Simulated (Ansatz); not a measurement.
Geometry relaxation, with input and output: CH₇FO₂Si₂ (part 2 of 2)

CH₇FO₂Si₂; RKS r2SCAN-D4/STO-3G (Ansatz 0.2.0). It belongs to a series of runs on one base structure; here: start relaxed.

Geometry of the input (Å):
```
Si 0.0000  0.0000  0.0000
F  0.0000  0.0000  1.5900
O  1.5842  0.0000  -0.5594
Si 2.4906  -1.3762  -0.8866
H  1.6598  -2.3521  -1.5857
H  3.6318  -1.0202  -1.7249
H  2.9691  -1.9538  0.3660
O  -0.7913  1.3709  -0.5594
C  -2.1512  1.4177  -0.9653
H  -2.7687  0.8215  -0.2614
H  -2.5023  2.4707  -0.9639
H  -2.2473  0.9975  -1.9882
H  -0.6877  -1.1914  -0.4862
```

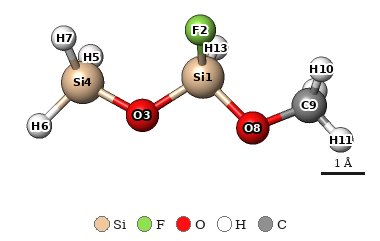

Figure 1. The geometry at step 11 of the log (ball-and-stick view, seen at a tilt; atoms are numbered from 1 in the order of the input).

Trajectory as extended XYZ, continued:
```
13
Properties=species:S:1:pos:R:3:forces:R:3 step=5 energy=-23423.55299
Si   -0.0301   -0.0342   -0.1241    0.0655  -0.0567   0.1713
F     0.0085   -0.1339    1.5060    0.0418  -0.0313  -0.0047
O     1.5409    0.0736   -0.7031    0.0510   0.0209  -0.0291
Si    2.4571   -1.3442   -0.8722   -0.0650   0.0187   0.0557
H     1.7386   -2.3696   -1.6101    0.0067  -0.0088  -0.0213
H     3.6537   -0.9722   -1.5917    0.0267  -0.0073  -0.0235
H     2.8321   -1.9106    0.4121   -0.0009  -0.0016   0.0180
O    -0.6812    1.4945   -0.5235   -0.0222   0.0713  -0.1039
C    -2.0875    1.3873   -0.8884    0.1160   0.1163  -0.0020
H    -2.7292    0.9879   -0.0780   -0.1454  -0.0481   0.1548
H    -2.4463    2.4066   -1.1237   -0.0202   0.0675   0.0078
H    -2.2668    0.7612   -1.7860   -0.0236  -0.1195  -0.1358
H    -0.8027   -1.1616   -0.6424   -0.0304  -0.0213  -0.0873
13
Properties=species:S:1:pos:R:3:forces:R:3 step=6 energy=-23423.56079
Si   -0.0287   -0.0407   -0.1627    0.0407  -0.0020   0.0460
F     0.0327   -0.1840    1.4628    0.0194  -0.0125   0.0218
O     1.5370    0.0739   -0.7616    0.0132   0.0164   0.0020
Si    2.4651   -1.3443   -0.8583   -0.0329   0.0166   0.0032
H     1.7727   -2.3938   -1.5881    0.0066  -0.0095  -0.0022
H     3.6789   -0.9894   -1.5583    0.0189  -0.0052  -0.0084
H     2.8075   -1.8706    0.4518   -0.0030  -0.0043   0.0192
O    -0.6830    1.4960   -0.5377    0.0045  -0.0018  -0.0452
C    -2.0986    1.3973   -0.8685    0.0158   0.0512  -0.0021
H    -2.7308    1.0216   -0.0339   -0.0367  -0.0035   0.0527
H    -2.4505    2.4177   -1.1155   -0.0074   0.0175   0.0086
H    -2.3053    0.7535   -1.7514   -0.0151  -0.0479  -0.0387
H    -0.8098   -1.1524   -0.7035   -0.0240  -0.0151  -0.0569
13
Properties=species:S:1:pos:R:3:forces:R:3 step=7 energy=-23423.56051 accepted=F
Si   -0.0293   -0.0617   -0.2758   -0.0607   0.0064   0.0038
F     0.0574   -0.2984    1.3415   -0.0163   0.0145  -0.0882
O     1.5294    0.0706   -0.9008    0.2035  -0.2461   0.0498
Si    2.4933   -1.3422   -0.8297   -0.0669   0.0803   0.1097
H     1.8762   -2.4499   -1.5490    0.0386   0.0813   0.0418
H     3.7637   -1.0161   -1.4490   -0.1171   0.0037   0.0437
H     2.7292   -1.7889    0.5426   -0.0345   0.0850  -0.2043
O    -0.6811    1.4921   -0.5926   -0.1999  -0.1120  -0.0496
C    -2.1266    1.4224   -0.8105   -0.1222  -0.1800   0.0640
H    -2.7109    1.1525    0.1129    0.2392   0.0877  -0.3263
H    -2.4530    2.4373   -1.1218   -0.0081  -0.1230   0.0212
H    -2.4326    0.7017   -1.6185    0.1286   0.2747   0.3077
H    -0.8287   -1.1350   -0.8743    0.0158   0.0273   0.0267
13
Properties=species:S:1:pos:R:3:forces:R:3 step=8 energy=-23423.56655
Si   -0.0233   -0.0443   -0.2046   -0.0664   0.0135  -0.0543
F     0.0021   -0.2063    1.4200    0.0030  -0.0408   0.0170
O     1.5556    0.0816   -0.7686    0.0026  -0.0137  -0.0011
Si    2.4783   -1.3427   -0.8415    0.0344  -0.0500  -0.0354
H     1.8009   -2.3970   -1.5796   -0.0255   0.0112   0.0211
H     3.7049   -1.0079   -1.5329   -0.0099   0.0194   0.0582
H     2.7895   -1.8635    0.4805    0.0091   0.0217  -0.0278
O    -0.6760    1.4895   -0.5900   -0.0301   0.0491  -0.0132
C    -2.1089    1.4010   -0.8449    0.0259  -0.0064  -0.0130
H    -2.7090    1.0777    0.0366    0.0325   0.0022   0.0196
H    -2.4562    2.4154   -1.1220   -0.0023   0.0080  -0.0101
H    -2.3671    0.7173   -1.6855   -0.0187   0.0041   0.0143
H    -0.8037   -1.1362   -0.7926    0.0454  -0.0183   0.0248
13
Properties=species:S:1:pos:R:3:forces:R:3 step=9 energy=-23423.57178
Si   -0.0251   -0.0521   -0.2553   -0.0078   0.0071  -0.0509
F    -0.0196   -0.2426    1.3677   -0.0217  -0.0134  -0.0114
O     1.5630    0.0797   -0.7964   -0.0277  -0.0203  -0.0013
Si    2.4878   -1.3466   -0.8324    0.0640   0.0527   0.0795
H     1.8171   -2.4086   -1.5654    0.0321   0.0038  -0.0101
H     3.7382   -1.0076   -1.4783   -0.0533  -0.0272  -0.0234
H     2.7765   -1.8429    0.5041   -0.0309  -0.0102  -0.0274
O    -0.6716    1.4865   -0.6409   -0.0869  -0.0269  -0.0179
C    -2.1188    1.4120   -0.8225   -0.0436  -0.1076   0.0428
H    -2.6779    1.1371    0.1074    0.1129   0.0514  -0.1481
H    -2.4622    2.4212   -1.1266   -0.0010  -0.0404   0.0068
H    -2.4332    0.6938   -1.6202    0.0439   0.1136   0.1334
H    -0.7874   -1.1453   -0.8659    0.0198   0.0175   0.0280
13
Properties=species:S:1:pos:R:3:forces:R:3 step=10 energy=-23423.57317
Si   -0.0294   -0.0611   -0.3135    0.0139  -0.0179   0.0114
F    -0.0543   -0.2763    1.3074   -0.0214  -0.0027  -0.0318
O     1.5675    0.0776   -0.8278    0.0442  -0.0794   0.0140
Si    2.5064   -1.3442   -0.8101   -0.0366   0.0317  -0.0162
H     1.8707   -2.4165   -1.5609    0.0074   0.0125   0.0337
H     3.7683   -1.0144   -1.4401   -0.0427   0.0065   0.0688
H     2.7451   -1.8325    0.5420    0.0020   0.0440  -0.0916
O    -0.6698    1.4807   -0.6961   -0.2058  -0.0587  -0.0368
C    -2.1293    1.4235   -0.7947   -0.0632  -0.1997   0.0934
H    -2.6389    1.2116    0.1856    0.1899   0.0817  -0.3379
H    -2.4680    2.4235   -1.1371   -0.0192  -0.1015   0.0333
H    -2.5037    0.6636   -1.5335    0.1304   0.2605   0.2467
H    -0.7777   -1.1509   -0.9462    0.0010   0.0231   0.0129
13
Properties=species:S:1:pos:R:3:forces:R:3 step=11 energy=-23423.58230
Si   -0.0412   -0.0689   -0.3688    0.0679   0.0758  -0.0625
F    -0.1336   -0.2836    1.2486   -0.0171   0.0008   0.0034
O     1.5705    0.0672   -0.8299   -0.0850   0.0221   0.0099
Si    2.5116   -1.3454   -0.7936    0.0442  -0.0138  -0.0196
H     1.8956   -2.4305   -1.5394   -0.0021  -0.0053  -0.0017
H     3.7782   -1.0020   -1.3993    0.0209  -0.0095  -0.0040
H     2.7435   -1.8162    0.5606   -0.0052  -0.0090   0.0249
O    -0.6619    1.4743   -0.7877    0.1178  -0.0645   0.0101
C    -2.1167    1.4279   -0.7706   -0.1543   0.0233  -0.0037
H    -2.5402    1.2455    0.2426   -0.0411  -0.0040   0.0287
H    -2.4969    2.4115   -1.1112    0.0742   0.0024   0.0060
H    -2.5431    0.6557   -1.4500   -0.0360  -0.0176  -0.0031
H    -0.7787   -1.1507   -1.0262    0.0157  -0.0006   0.0119
13
Properties=species:S:1:pos:R:3:forces:R:3 step=12 energy=-23423.57813 accepted=F
Si   -0.0381   -0.0956   -0.3927   -0.1708  -0.1361   0.0454
F    -0.1432   -0.3110    1.2235    0.0036  -0.0111   0.0316
O     1.5735    0.0613   -0.8406    0.0578   0.0266  -0.0373
Si    2.5345   -1.3418   -0.7908   -0.0768   0.0030   0.0243
H     1.9333   -2.4305   -1.5440    0.0158  -0.0038  -0.0044
H     3.8124   -1.0000   -1.3754   -0.0192   0.0307   0.0049
H     2.7413   -1.8116    0.5693    0.0071   0.0077  -0.0090
O    -0.6882    1.4245   -0.8108    0.0473   0.2309  -0.0304
C    -2.1449    1.4456   -0.7551    0.1744  -0.0412  -0.0910
H    -2.5616    1.3289    0.2701    0.0393  -0.0094   0.0703
H    -2.4629    2.4394   -1.1311   -0.0456  -0.0695   0.0213
H    -2.6248    0.6709   -1.3948   -0.0257  -0.0048  -0.0215
H    -0.7444   -1.1955   -1.0526   -0.0072  -0.0229  -0.0042
13
Properties=species:S:1:pos:R:3:forces:R:3 step=13 energy=-23423.58552
Si   -0.0446   -0.0805   -0.3885    0.0218   0.0065  -0.0210
F    -0.1436   -0.2916    1.2292   -0.0064   0.0024   0.0021
O     1.5655    0.0609   -0.8489   -0.0134  -0.0037   0.0014
Si    2.5192   -1.3441   -0.7907    0.0175   0.0040  -0.0028
H     1.9257   -2.4362   -1.5449   -0.0011  -0.0007   0.0023
H     3.7951   -0.9943   -1.3740    0.0052  -0.0030   0.0025
H     2.7280   -1.8094    0.5702   -0.0043  -0.0017   0.0018
O    -0.6668    1.4571   -0.8130    0.0188  -0.0180   0.0059
C    -2.1236    1.4342   -0.7604   -0.0307   0.0280  -0.0082
H    -2.5295    1.2778    0.2650   -0.0033  -0.0012   0.0126
H    -2.4846    2.4214   -1.1098    0.0098  -0.0045   0.0040
H    -2.5806    0.6598   -1.4175   -0.0156  -0.0070  -0.0020
H    -0.7732   -1.1704   -1.0418    0.0017  -0.0010   0.0013
13
Properties=species:S:1:pos:R:3:forces:R:3 step=14 energy=-23423.58635
Si   -0.0524   -0.0990   -0.4374   -0.0218  -0.0335   0.0125
F    -0.1812   -0.3067    1.1791    0.0048   0.0040  -0.0006
O     1.5625    0.0492   -0.8761    0.0262  -0.0076  -0.0117
Si    2.5340   -1.3424   -0.7787   -0.0295  -0.0027   0.0135
H     1.9724   -2.4490   -1.5372    0.0101   0.0081  -0.0001
H     3.8229   -0.9845   -1.3289   -0.0149   0.0039   0.0045
H     2.7072   -1.7935    0.5924    0.0033   0.0061  -0.0088
O    -0.6738    1.4332   -0.8777   -0.1477   0.0311   0.0159
C    -2.1296    1.4458   -0.7382    0.0713  -0.0521   0.0063
H    -2.4792    1.3297    0.3153    0.0491  -0.0059  -0.0699
H    -2.4841    2.4323   -1.0948   -0.0068   0.0043  -0.0039
H    -2.6456    0.6648   -1.3463    0.0523   0.0499   0.0468
H    -0.7660   -1.1953   -1.0963    0.0036  -0.0057  -0.0044
13
Properties=species:S:1:pos:R:3:forces:R:3 step=15 energy=-23423.58696
Si   -0.0525   -0.0960   -0.4333   -0.0040  -0.0058   0.0037
F    -0.1750   -0.3031    1.1836   -0.0019   0.0014  -0.0003
O     1.5616    0.0501   -0.8759    0.0068  -0.0010  -0.0083
Si    2.5298   -1.3431   -0.7788    0.0010   0.0031  -0.0024
H     1.9673   -2.4491   -1.5369   -0.0003   0.0003   0.0062
H     3.8166   -0.9862   -1.3337   -0.0022   0.0024   0.0046
H     2.7084   -1.7919    0.5920   -0.0031  -0.0014  -0.0038
O    -0.6734    1.4383   -0.8703   -0.0410   0.0019   0.0044
C    -2.1276    1.4442   -0.7408    0.0381  -0.0191   0.0041
H    -2.4807    1.3161    0.3085    0.0078   0.0051  -0.0182
H    -2.4854    2.4318   -1.0917   -0.0077  -0.0054   0.0025
H    -2.6340    0.6653   -1.3568    0.0078   0.0189   0.0097
H    -0.7681   -1.1919   -1.0909   -0.0013  -0.0004  -0.0020
13
Properties=species:S:1:pos:R:3:forces:R:3 step=16 energy=-23423.58717
Si   -0.0529   -0.0970   -0.4424   -0.0060  -0.0036  -0.0090
F    -0.1714   -0.3043    1.1746    0.0008   0.0002   0.0088
O     1.5597    0.0476   -0.8915    0.0007   0.0032  -0.0023
Si    2.5300   -1.3428   -0.7771   -0.0017  -0.0015   0.0028
H     1.9751   -2.4546   -1.5319    0.0014  -0.0019   0.0001
H     3.8204   -0.9863   -1.3233    0.0018   0.0007   0.0003
H     2.6977   -1.7835    0.5977   -0.0004   0.0008  -0.0010
O    -0.6747    1.4377   -0.8768    0.0008  -0.0009   0.0009
C    -2.1267    1.4446   -0.7369    0.0008   0.0012  -0.0038
H    -2.4726    1.3128    0.3138    0.0009   0.0003   0.0012
H    -2.4874    2.4335   -1.0812    0.0001  -0.0023   0.0018
H    -2.6382    0.6693   -1.3523   -0.0005   0.0014   0.0019
H    -0.7719   -1.1924   -1.0976    0.0013   0.0024  -0.0017
13
Properties=species:S:1:pos:R:3:forces:R:3 step=17 energy=-23423.58727
Si   -0.0554   -0.1011   -0.4579   -0.0078  -0.0012  -0.0108
F    -0.1721   -0.3089    1.1593    0.0018  -0.0027   0.0106
O     1.5563    0.0429   -0.9108    0.0065  -0.0064   0.0022
Si    2.5313   -1.3427   -0.7731    0.0045   0.0062  -0.0027
H     1.9907   -2.4630   -1.5261   -0.0020  -0.0003   0.0065
H     3.8261   -0.9851   -1.3080   -0.0002   0.0020   0.0004
H     2.6863   -1.7708    0.6072   -0.0041  -0.0010  -0.0052
O    -0.6770    1.4342   -0.8901    0.0090   0.0027  -0.0023
C    -2.1266    1.4471   -0.7303   -0.0101   0.0001  -0.0001
H    -2.4585    1.3164    0.3252    0.0007   0.0003   0.0009
H    -2.4883    2.4374   -1.0692    0.0014  -0.0021   0.0002
H    -2.6499    0.6739   -1.3385    0.0002   0.0008   0.0002
H    -0.7757   -1.1956   -1.1127    0.0002   0.0017   0.0000
```

Key numbers:

```csv
quantity,value
outcome,converged
total energy,−23423.5873 eV
mean-field energy,−23423.5163 eV
largest force (length of the vector) at the end,0.013 eV/Å
hardware,"1 thread of Arm Neoverse V1, 24 GiB of memory available, shared host"
wall time,1.8 min
peak memory,0.18 GiB
```
